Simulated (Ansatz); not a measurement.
# BF3O2S: geometry optimisation

Aim: relax BF3O2S at this level.

The runs use Ansatz 0.2.0; RKS PBE0-D4/def2-SVPD.

2 further runs of the same task are left out: 2 set aside as unsound or not needed.

### Step 1. The system as given

7 atoms, charge 0, spin multiplicity 1.

Atoms are counted from 1 here; the program's logs count them from 0.

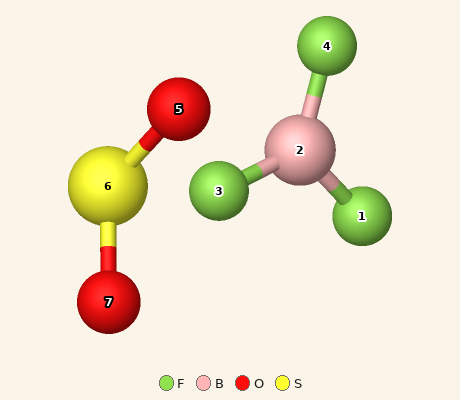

The starting geometry (fluorine green, boron pink, oxygen red, sulfur yellow); atoms are numbered from 1 in the order of the file.

Coordinates:

```mol
BF3O2S
  3D, bonds by distance, orders not assigned

  7  5  0  0  0  0  0  0  0  0999 V2000
   -0.6004   -1.1716   -1.1454 F   0  0
    0.0719   -0.0361   -1.3255 B   0  0
    1.3688    0.0205   -1.0260 F   0  0
   -0.5087    0.9848   -1.9501 F   0  0
   -0.6013    0.8512    0.8988 O   0  0
   -0.2710    0.2960    2.2457 S   0  0
    0.5407   -0.9449    2.3024 O   0  0
  1  2  8  0
  2  3  8  0
  2  4  8  0
  5  6  8  0
  6  7  8  0
M  END
```

### Step 2. Relaxation

File input.yaml:

```yaml
crystal:
  periodic: [false, false, false]
  atoms:
    - { symbol: F, position_ang: [-0.600413, -1.171595, -1.145375] }
    - { symbol: B, position_ang: [0.071927, -0.03608, -1.325498] }
    - { symbol: F, position_ang: [1.368785, 0.020517, -1.025995] }
    - { symbol: F, position_ang: [-0.508679, 0.984823, -1.950149] }
    - { symbol: O, position_ang: [-0.601256, 0.851236, 0.898775] }
    - { symbol: S, position_ang: [-0.270956, 0.295979, 2.245699] }
    - { symbol: O, position_ang: [0.540691, -0.944879, 2.302443] }
basis:
  gaussian: { orbitals: def2-SVPD }
hamiltonian:
  xc: pbe0
  dispersion: d4
output:
  forces: true
relax:
  f_tol: 0.003
  max_steps: 120
```

Run with:

```console
$ ansatz run input.yaml --threads 1 --pin off --max-ram 2560MiB --backend cpu --events-out ev --progress --plain --runs-dir out
```

Output:

```text
Warning: RAYON_NUM_THREADS=1 ignored (pool sized by the plan → 1); use --threads N
The last accepted step is kept in <dir> (removed where the run ends without a failure and the disk answers)
Engine: ansatz 0.2.0, aarch64-unknown-linux-gnu
Functional definition: PBE0
  parameter a = 0.25
  parameter kappa = 0.804
  parameter beta = 0.06672455060314922
  exchange = (1 - a)*pbe_x(kappa = kappa, mu = beta*pi^2/3) + a*exact_x
  correlation = pbe_c(beta = beta)
1359 factors; their error is unknown
mean field evaluation 1: about -23720.0593 eV, gradient 7.8e1 eV
mean field evaluation 2: about -23691.6070 eV, gradient 1.5e2 eV
mean field evaluation 4: about -23730.1832 eV, gradient 1.4e1 eV
mean field evaluation 8: about -23730.5663 eV, gradient 1.2e-1 eV
mean field evaluation 16: about -23730.7143 eV, gradient 9.7e-5 eV
mean field -23730.71429946 eV, -872.0876652493 hartree, gradient 2.1e-5 eV, S^2 0.000000; 0 other end points of the search recorded, 0 dependent functions left out
the calculation of the forces begins
reference -23730.71434628 eV, -872.0876669698 hartree; 32, 32 occupied and 130, 130 virtual orbitals, 1359 factors
relax step   1: F+E_penalty+E_count = -23730.84432925 eV  Δ(F+E_penalty+E_count) = +0.000e0 eV  max|allowed force component| = 1.425e0 eV/Å  Δτ_max = 0.0000 Å  (30 SCF iters, accepted)
these checks for a lower state are left out or cut short: starts, cluster_reference, orbital_swaps, neighbouring_geometries, increment
1359 factors; their error is unknown
mean field -23730.76191626 eV, -872.0894151345 hartree, gradient 1.2e-5 eV, S^2 0.000000; 0 other end points of the search recorded, 0 dependent functions left out
the calculation of the forces begins
reference -23730.76196300 eV, -872.0894168522 hartree; 32, 32 occupied and 130, 130 virtual orbitals, 1359 factors
relax step   2: F+E_penalty+E_count = -23730.89388644 eV  Δ(F+E_penalty+E_count) = -4.956e-2 eV  max|allowed force component| = 8.047e-1 eV/Å  Δτ_max = 0.0337 Å  (34 SCF iters, accepted)
these checks for a lower state are left out or cut short: starts, cluster_reference, orbital_swaps, neighbouring_geometries, increment
1359 factors; their error is unknown
mean field evaluation 32: about -23730.7072 eV, gradient 1.2e-5 eV
mean field -23730.70724873 eV, -872.0874061398 hartree, gradient 1.2e-5 eV, S^2 0.000000; 0 other end points of the search recorded, 0 dependent functions left out
the calculation of the forces begins
reference -23730.70729565 eV, -872.0874078642 hartree; 32, 32 occupied and 130, 130 virtual orbitals, 1359 factors
relax step   3: F+E_penalty+E_count = -23730.84020121 eV  Δ(F+E_penalty+E_count) = +5.369e-2 eV  max|allowed force component| = 1.102e0 eV/Å  Δτ_max = 0.0843 Å  (33 SCF iters, rejected (line search))
these checks for a lower state are left out or cut short: starts, cluster_reference, orbital_swaps, neighbouring_geometries, increment
1359 factors; their error is unknown
mean field -23730.77658788 eV, -872.0899543065 hartree, gradient 1.3e-5 eV, S^2 0.000000; 0 other end points of the search recorded, 0 dependent functions left out
the calculation of the forces begins
reference -23730.77663462 eV, -872.0899560240 hartree; 32, 32 occupied and 130, 130 virtual orbitals, 1359 factors
relax step   4: F+E_penalty+E_count = -23730.91011601 eV  Δ(F+E_penalty+E_count) = -1.623e-2 eV  max|allowed force component| = 7.445e-2 eV/Å  Δτ_max = 0.0272 Å  (34 SCF iters, accepted)
these checks for a lower state are left out or cut short: starts, cluster_reference, orbital_swaps, neighbouring_geometries, increment
1359 factors; their error is unknown
mean field -23730.77730952 eV, -872.0899808263 hartree, gradient 1.1e-5 eV, S^2 0.000000; 0 other end points of the search recorded, 0 dependent functions left out
the calculation of the forces begins
reference -23730.77735629 eV, -872.0899825450 hartree; 32, 32 occupied and 130, 130 virtual orbitals, 1359 factors
relax step   5: F+E_penalty+E_count = -23730.91043728 eV  Δ(F+E_penalty+E_count) = -3.213e-4 eV  max|allowed force component| = 4.058e-2 eV/Å  Δτ_max = 0.0086 Å  (34 SCF iters, accepted)
these checks for a lower state are left out or cut short: starts, cluster_reference, orbital_swaps, neighbouring_geometries, increment
1359 factors; their error is unknown
mean field -23730.77795841 eV, -872.0900046724 hartree, gradient 1.1e-5 eV, S^2 0.000000; 0 other end points of the search recorded, 0 dependent functions left out
the calculation of the forces begins
reference -23730.77800523 eV, -872.0900063932 hartree; 32, 32 occupied and 130, 130 virtual orbitals, 1359 factors
relax step   6: F+E_penalty+E_count = -23730.91047003 eV  Δ(F+E_penalty+E_count) = -3.275e-5 eV  max|allowed force component| = 6.364e-2 eV/Å  Δτ_max = 0.0228 Å  (34 SCF iters, accepted)
these checks for a lower state are left out or cut short: starts, cluster_reference, orbital_swaps, neighbouring_geometries, increment
1359 factors; their error is unknown
mean field -23730.77822759 eV, -872.0900145647 hartree, gradient 1.0e-5 eV, S^2 0.000000; 0 other end points of the search recorded, 0 dependent functions left out
the calculation of the forces begins
reference -23730.77827444 eV, -872.0900162863 hartree; 32, 32 occupied and 130, 130 virtual orbitals, 1359 factors
relax step   7: F+E_penalty+E_count = -23730.91063812 eV  Δ(F+E_penalty+E_count) = -1.681e-4 eV  max|allowed force component| = 1.251e-2 eV/Å  Δτ_max = 0.0034 Å  (34 SCF iters, accepted)
these checks for a lower state are left out or cut short: starts, cluster_reference, orbital_swaps, neighbouring_geometries, increment
1359 factors; their error is unknown
mean field evaluation 64: about -23730.7786 eV, gradient 3.4e-5 eV
mean field -23730.77861292 eV, -872.0900287253 hartree, gradient 1.1e-5 eV, S^2 0.000000; 0 other end points of the search recorded, 0 dependent functions left out
the calculation of the forces begins
reference -23730.77865981 eV, -872.0900304486 hartree; 32, 32 occupied and 130, 130 virtual orbitals, 1359 factors
relax step   8: F+E_penalty+E_count = -23730.91070510 eV  Δ(F+E_penalty+E_count) = -6.698e-5 eV  max|allowed force component| = 1.925e-3 eV/Å  Δτ_max = 0.0111 Å  (33 SCF iters, accepted)
these checks for a lower state are left out or cut short: starts, cluster_reference, orbital_swaps, neighbouring_geometries, increment
1359 factors; their error is unknown
mean field -23730.77910748 eV, -872.0900469000 hartree, gradient 1.0e-5 eV, S^2 0.000000; 0 other end points of the search recorded, 0 dependent functions left out
the calculation of the forces begins
reference -23730.77915444 eV, -872.0900486258 hartree; 32, 32 occupied and 130, 130 virtual orbitals, 1359 factors
relax step   9: F+E_penalty+E_count = -23730.91069928 eV  Δ(F+E_penalty+E_count) = +5.823e-6 eV  max|allowed force component| = 1.860e-2 eV/Å  Δτ_max = 0.0182 Å  (34 SCF iters, rejected (line search))
these checks for a lower state are left out or cut short: starts, cluster_reference, orbital_swaps, neighbouring_geometries, increment
1359 factors; their error is unknown
mean field -23730.77882397 eV, -872.0900364812 hartree, gradient 1.1e-5 eV, S^2 0.000000; 0 other end points of the search recorded, 0 dependent functions left out
the calculation of the forces begins
reference -23730.77887089 eV, -872.0900382055 hartree; 32, 32 occupied and 130, 130 virtual orbitals, 1359 factors
relax step  10: F+E_penalty+E_count = -23730.91070961 eV  Δ(F+E_penalty+E_count) = -4.515e-6 eV  max|allowed force component| = 1.763e-2 eV/Å  Δτ_max = 0.0089 Å  (34 SCF iters, accepted)
these checks for a lower state are left out or cut short: starts, cluster_reference, orbital_swaps, neighbouring_geometries, increment
1359 factors; their error is unknown
mean field -23730.77909628 eV, -872.0900464883 hartree, gradient 1.0e-5 eV, S^2 0.000000; 0 other end points of the search recorded, 0 dependent functions left out
the calculation of the forces begins
reference -23730.77914323 eV, -872.0900482139 hartree; 32, 32 occupied and 130, 130 virtual orbitals, 1359 factors
relax step  11: F+E_penalty+E_count = -23730.91073248 eV  Δ(F+E_penalty+E_count) = -2.287e-5 eV  max|allowed force component| = 2.645e-3 eV/Å  Δτ_max = 0.0097 Å  (34 SCF iters, accepted)
1359 factors; their error is unknown
mean field evaluation 96: about -23730.6300 eV, gradient 5.8e-1 eV
mean field -23730.77909628 eV, -872.0900464883 hartree, gradient 1.1e-5 eV, S^2 0.000000; 1 other end points of the search recorded, 0 dependent functions left out
the calculation of the forces begins
reference -23730.77914323 eV, -872.0900482139 hartree; 32, 32 occupied and 130, 130 virtual orbitals, 1359 factors
Total energy: -23730.91077944 eV, -872.0948857552 hartree
Atom 0 at    -0.581945    -1.161572    -1.128128 Å, force    -0.001929    -0.002200     0.001597 eV/Å
Atom 1 at     0.068762    -0.029339    -1.310672 Å, force     0.001721     0.001734    -0.000094 eV/Å
Atom 2 at     1.358262     0.035666    -1.042716 Å, force     0.002194    -0.000043     0.000099 eV/Å
Atom 3 at    -0.525353     0.976953    -1.917417 Å, force    -0.001435     0.001317    -0.000837 eV/Å
Atom 4 at    -0.548791     0.818085     0.873417 Å, force    -0.000746    -0.000599     0.000686 eV/Å
Atom 5 at    -0.270644     0.295478     2.213621 Å, force     0.002306    -0.002645    -0.001845 eV/Å
Atom 6 at     0.499807    -0.935270     2.311795 Å, force    -0.002111     0.002435     0.000395 eV/Å
Dipole moment:    -0.140283     0.190346     0.538458 e Å
```

It took 1.8 min on 1 thread of Arm Neoverse V2, shared host; peak memory 0.41 GiB.

Along the way: (the energy doesn't fall at every step)

```
step  energy from step 1 (eV)  largest force component (eV/Å)
   1                   0.0000                          1.4251
   2                  -0.0496                          0.8047
   3                   0.0041                          1.1024
   4                  -0.0658                          0.0744
   5                  -0.0661                          0.0406
   6                  -0.0661                          0.0636
   7                  -0.0663                          0.0125
   8                  -0.0664                          0.0019
   9                  -0.0664                          0.0186
  10                  -0.0664                          0.0176
  11                  -0.0664                          0.0026
```

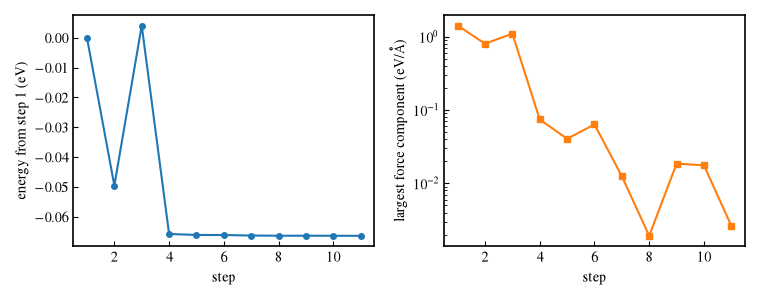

Energy and force, step by step.

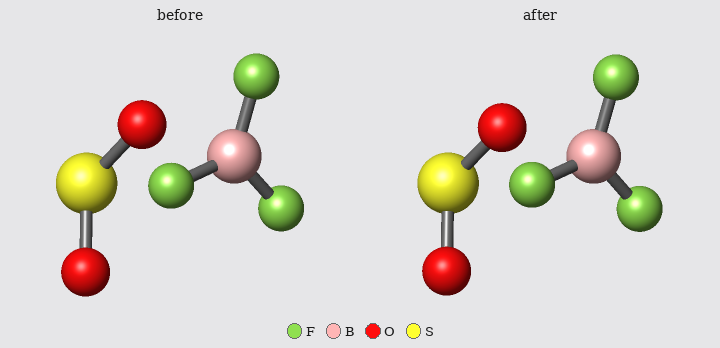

Before and after, at one scale.

Distances of close pairs at the start and the end, largest changes first:

```
 bond  before (Å)  after (Å)  change (Å)
O5–S6       1.494      1.465      -0.029
S6–O7       1.484      1.455      -0.028
B2–F3       1.332      1.319      -0.014
B2–F4       1.330      1.317      -0.014
F1–B2       1.332      1.319      -0.013
```

### Step 3. Summary of results

| quantity | value |
| --- | --- |
| energy gained | 0.0664 eV |
| root mean square move | 0.039 Å |
| dipole moment | 2.82 D |

In words: Bond lengths: F1–B2 1.319 Å, B2–F3 1.319 Å, B2–F4 1.317 Å, O5–S6 1.465 Å, S6–O7 1.455 Å. Angles: F1–B2–F3 119.8°, F1–B2–F4 119.8°, F3–B2–F4 119.8°, O5–S6–O7 117.6°. No frequencies were computed here.
